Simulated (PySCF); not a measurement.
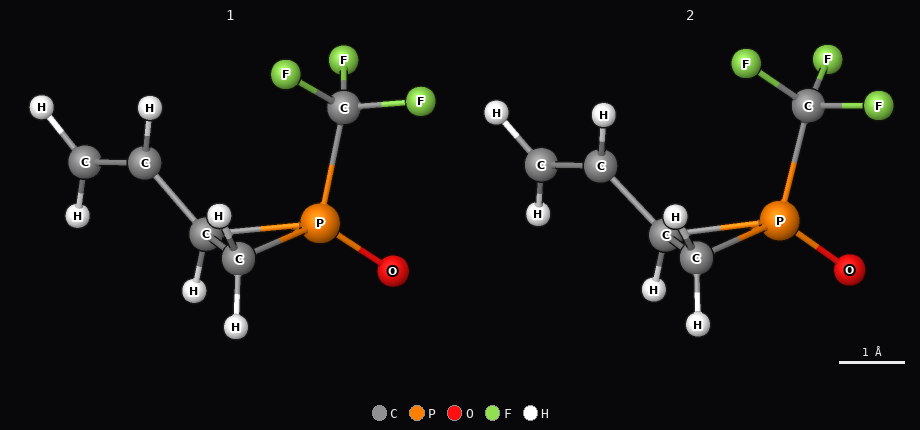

Two geometries of C5H6F3OP, drawn at one scale. One is the start of a relaxation, the other its converged end. Style: ball-and-stick. Shown at a tilt.

All numbers below come from PySCF, PBE0-D3(BJ)/def2-SVP geometry optimisation, gas phase. 

### Which geometry has the lower energy?

Structure 1 is the relaxed one. The start comes from GFN2-xTB. Its atoms were then displaced at random by about 0.01 Å. An F atom moves most after the best rigid fit: 0.37 Å. Largest moves by element: F 0.37 Å, H 0.19 Å, C 0.09 Å, P 0.06 Å, O 0.06 Å. Some distances before and after: C–H 1.050 → 1.094 Å, O–P 1.450 → 1.488 Å, C–P 1.818 → 1.781 Å, C–C 1.538 → 1.566 Å. Bond angles that change, for instance: C–P–C 112.5° → 108.5°, C–C–C 118.6° → 121.6°, C–P–O 127.8° → 130.4°. Over 16 geometry steps the energy falls by 0.215 eV.
